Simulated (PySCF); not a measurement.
```xyz
18

O    -1.7201   -1.4234   -1.0053
P    -1.2518   -0.9393    0.2952
C     0.4574   -1.4394    0.7104
C     1.3700   -0.9286   -0.3982
Si    1.3122    0.9687   -0.4969
C    -0.5083    1.5002   -0.6267
C    -1.3337    0.8769    0.4929
H    -2.0019   -1.4182    1.3782
H     0.4718   -2.5332    0.7637
H     0.7421   -1.0428    1.6858
H     1.0186   -1.3492   -1.3429
H     2.3872   -1.2936   -0.2472
H     2.0560    1.4328   -1.6684
H     1.8769    1.5236    0.7449
H    -0.6131    2.5864   -0.6128
H    -0.9174    1.1529   -1.5780
H    -0.9669    1.1684    1.4780
H    -2.3878    1.1641    0.4157
```

Geometry: GFN2-xTB.

Level of theory: PBE0/pcSseg-1, SCF density, gas phase, non-relativistic (PySCF).

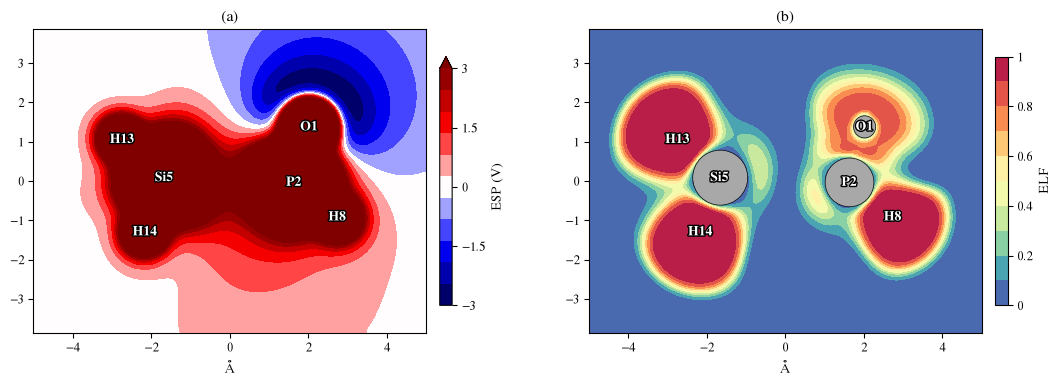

C4H11OPSi (SMILES O=[PH]1CC[SiH2]CC1). (a) electrostatic potential; (b) ELF on the plane of atoms H13, Si5 and H14. Grey discs cover the atomic cores in the ELF map.

### Describe what can be read from this map.

- The section cuts through O, P, Si and H sites.
- P–O (1.46 Å): the ELF peaks at about 0.80 between the atoms; a short, strongly polar bond.
- P–H (1.40 Å): the ELF climbs to about 1 towards the hydrogen, as it does in any bond to H.
- Si–H (1.46 Å): the ELF climbs to about 1 towards the hydrogen.
- The ELF also peaks beside O1, away from the bonds: lone-pair regions.
- Outside the dense part of the molecule the potential is most negative (−2.8 V) near O1.
